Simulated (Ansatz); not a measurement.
AlBFH3N (charge +1)

The calculation's input:

```
crystal:
  periodic: [false, false, false]
  atoms:
    - {symbol: Al, position_ang: [0.233430, 0.228386, 0.487257]}
    - {symbol: B, position_ang: [0.373520, 1.629265, 3.106423]}
    - {symbol: F, position_ang: [-1.161726, -0.348434, -0.188047]}
    - {symbol: "N", position_ang: [-0.325430, 1.027753, 2.174548]}
    - {symbol: H, position_ang: [-1.353081, 0.923259, 2.286529]}
    - {symbol: H, position_ang: [1.745751, 0.281038, 0.131075]}
    - {symbol: H, position_ang: [1.068664, 2.162261, 3.909242]}
basis:
  gaussian: {orbitals: def2-TZVPD}
total_charge: 1
hamiltonian: {xc: {name: PBE0}}
output: {forces: true, orbitals: {seedname: orbitals}}
```

Command:

```sh
ansatz run input.yaml --threads 1 --pin off --max-ram 2610MiB --events-out events.jsonl --progress --plain --runs-dir runs
```

Geometry: BLYP-D3(BJ)/def2-SVP.

The calculation used Ansatz 0.2.0, isolated molecule in a Gaussian basis; Kohn-Sham density functional theory, functional PBE0.

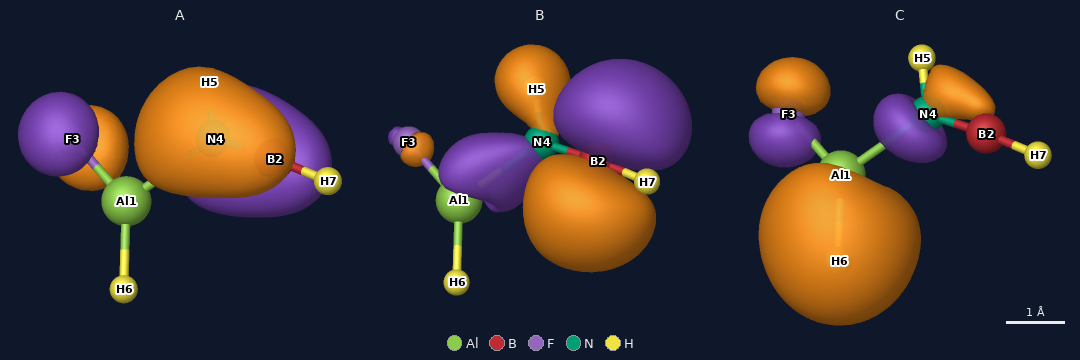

Figure 1. Three frontier orbitals at ±0.1 Å⁻³ᐟ² (orange and purple are the two phases), in no order.

### Order the three orbitals by energy and name them.

A is the HOMO−1 (−15.96 eV). By Hirshfeld shares it lies mainly on N4 (about 55 %), B2 (about 20 %) and F3 (about 15 %); it changes sign across the molecular plane (π type); π-bonding across B2–N4. C is the HOMO (−15.07 eV). By Hirshfeld shares it lies mainly on H6 (about 45 %), Al1 (about 35 %) and F3 (about 10 %); it is symmetric in the molecular plane (an in-plane orbital: σ, lone-pair or in-plane π type). B is the LUMO (−7.71 eV). By Hirshfeld shares it lies mainly on B2 (about 65 %), N4 (about 15 %), H7 (about 10 %) and Al1 (about 10 %); it is symmetric in the molecular plane (an in-plane orbital: σ, lone-pair or in-plane π type).

### What is the HOMO–LUMO gap?

7.36 eV between the orbital energies.

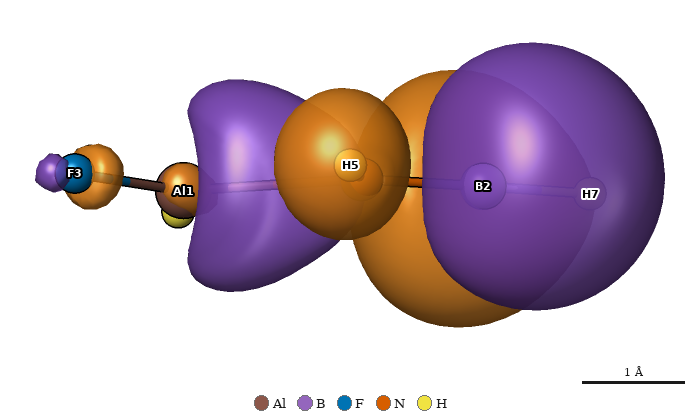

Figure 2. One frontier orbital at ±0.1 Å⁻³ᐟ² (orange and purple are the two phases), seen from one side.

### Which orbital is it: HOMO or LUMO?

The LUMO, at −7.71 eV. By Hirshfeld shares it lies mainly on B2 (about 65 %), N4 (about 15 %), H7 (about 10 %) and Al1 (about 10 %); it is symmetric in the molecular plane (an in-plane orbital: σ, lone-pair or in-plane π type).
